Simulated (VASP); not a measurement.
Band structure of WC (wc). All values below come from vdW-DF-cx, VASP's PBE PAW potentials (set 64) (plane waves; VASP).

Unless said otherwise, spin-orbit coupling is left out, though it shifts the bands of the heavy elements here.

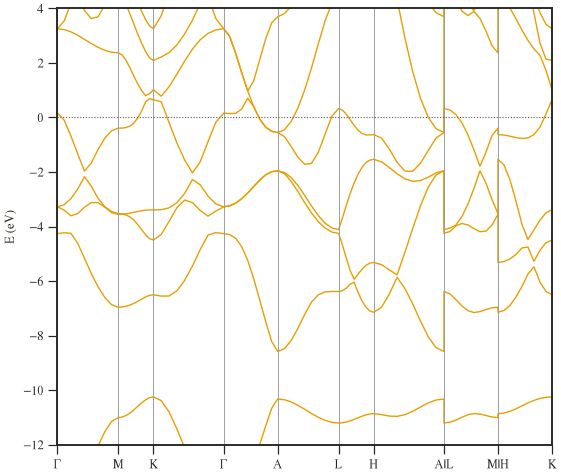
Figure. Bands along high-symmetry lines, zero at the valence-band maximum or, without a gap, the Fermi level

Question: Read the plot: is there a gap, and where are the band edges?

Answer: It has no gap at this level: it comes out as a metal or semimetal. (Edges off the drawn lines would not show.)

The compound is WC in the wc structure. It was relaxed first.
